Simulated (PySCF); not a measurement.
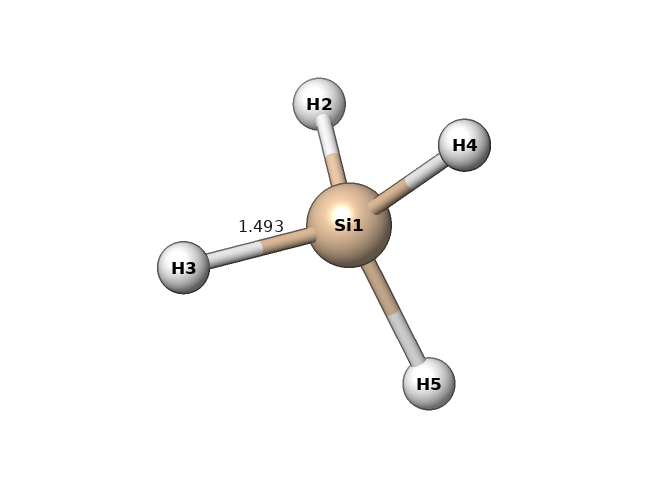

The numbers beside the sticks are distances in Å. Sticks don't show bond order. The computed structure is the end point of a PBE0-D3(BJ)/def2-SVP optimisation. No frequency run is at hand to confirm it as a minimum.

Question: Which of the marked bonds are single, double, triple or aromatic?

Answer: Si1–H3 single.

Question: Write the SMILES.

Answer: [SiH4]
